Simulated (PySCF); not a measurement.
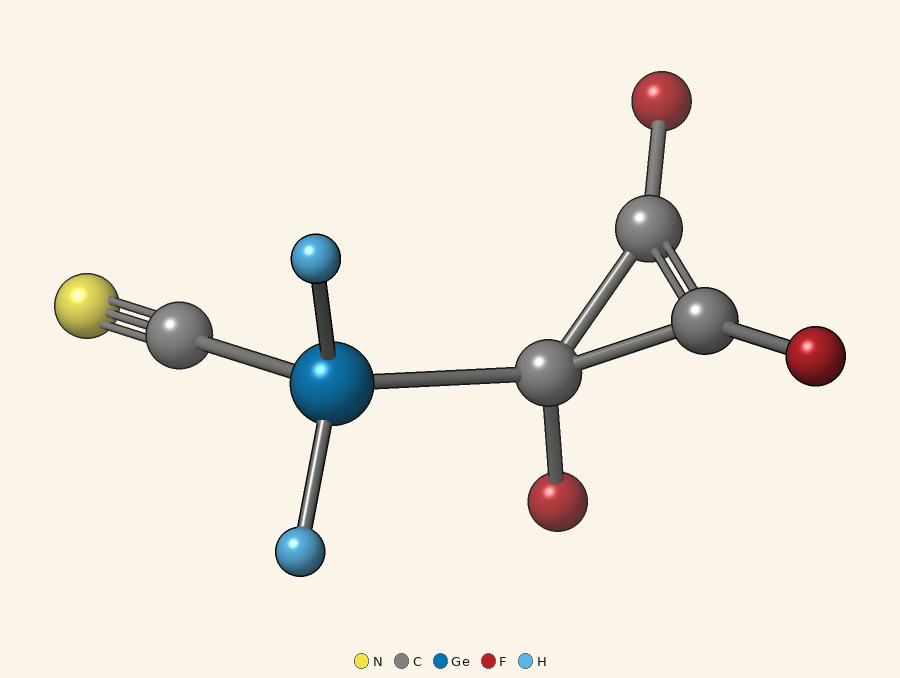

Computed geometry: GFN2-xTB optimisation. No frequency run is at hand to confirm it as a minimum. Level of theory: B3LYP/def2-SVPD, gas phase (PySCF 2.14.0). Excitations: vertical, linear response.

What does the calculation give?

The species is C₄H₂F₃GeN (`N#[C][GeH2][C]1(F)C(F)=C1F`).
- dipole moment: 4.13 D
- HOMO energy (Kohn–Sham orbital): −8.42 eV
- LUMO energy (Kohn–Sham orbital): −1.05 eV
- HOMO–LUMO gap: 7.37 eV
- mean static polarisability: 78.1 bohr³
- lowest vertical singlet excitation: 6.41 eV
- its oscillator strength: 0.011
- brightest of the 8 lowest singlets: 6.88 eV
- its oscillator strength: 0.09

The geometry is semi-empirical. Around Ge such bond lengths and angles can be off by a tenth of an ångström or more and by several degrees, and values that hang on the shape move with them.
